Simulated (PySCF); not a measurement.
Input file:

```
{"job": {"kind": "nmr", "xc": "PBE0", "basis": "pcSseg-1"}, "charge": 0, "multiplicity": 1}
C     -1.694923    -1.515734    -0.549783
C     -0.711026    -0.798264     0.362621
Si    -1.306452    -0.110815     2.063029
C     -0.458190     1.390351     1.177870
O     -0.089247     2.496570     1.439688
C     -0.297638     0.609969    -0.149605
C      1.009483     0.697416    -0.719272
C      2.147217     0.762928    -1.121476
C      3.477487     0.819234    -1.616728
O      4.259958    -0.097264    -1.634647
H     -1.254061    -1.682103    -1.532032
H     -1.964421    -2.482529    -0.130636
H     -2.606559    -0.934288    -0.676284
H      0.184039    -1.419402     0.457954
H     -2.751723     0.040497     2.197974
H     -0.661985    -0.607919     3.270529
H     -1.036924     1.013073    -0.849573
H      3.746206     1.824598    -2.001286
```

Launched as:

```sh
OMP_NUM_THREADS=1 python probes_run.py task.json out
```

Geometry: GFN2-xTB.

The calculation used PBE0/pcSseg-1, SCF density, gas phase, non-relativistic in PySCF 2.14.0.

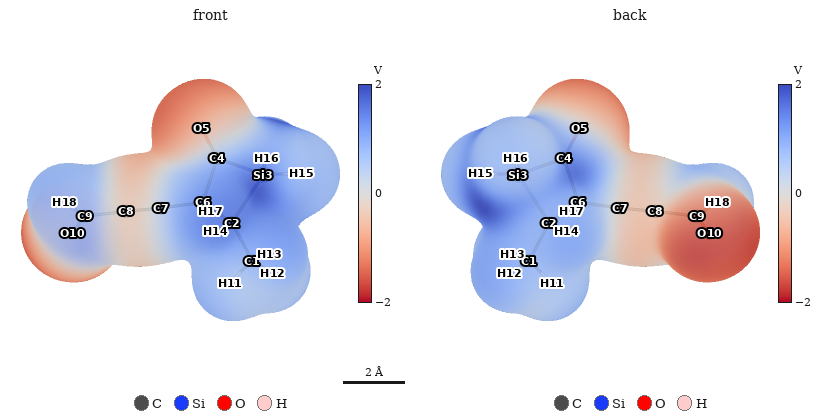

C7H8O2Si. The electrostatic potential painted on the density surface at 0.002 e/bohr³, seen from the front and from behind; red is negative and blue positive.

Describe the electrostatic potential map.

Answer. The most negative region (about −1.7 V) lies over O10, the most positive (about +1.9 V) over Si3 and C6. O10 is the likeliest acceptor of a hydrogen bond.
